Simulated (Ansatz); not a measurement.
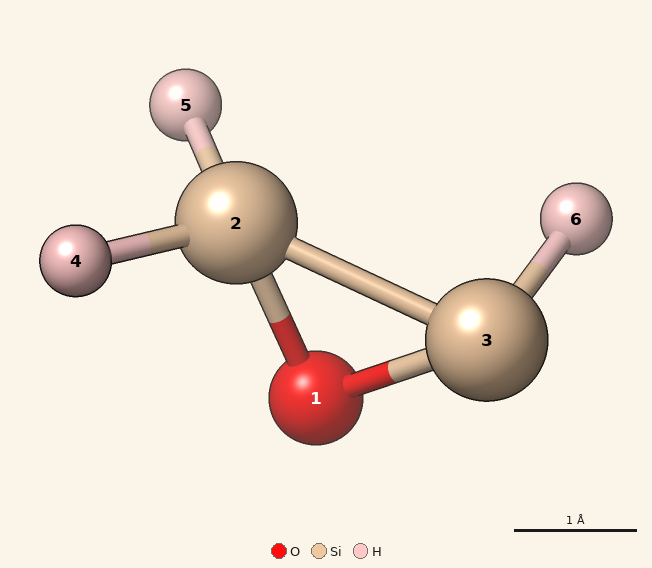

Orthographic view. Distant atoms are faded towards the background colour. Charge −1, singlet. Computed geometry: PBE-D4/def2-SVPD optimisation. No frequency run is at hand to confirm it as a minimum.

Give the geometry as a Z-matrix, atoms in numerical order, with these reference atoms: 2 to 1; 3 to 1, 2; 4 to 2, 1, 3; 5 to 2, 4, 1; 6 to 3, 1, 2.

```
O  
Si   1   1.734
Si   1   1.854   2    80.1
H    2   1.529   1   110.2   3  -122.0
H    2   1.528   4   103.2   1   116.8
H    3   1.582   1    98.2   2   -86.0
```
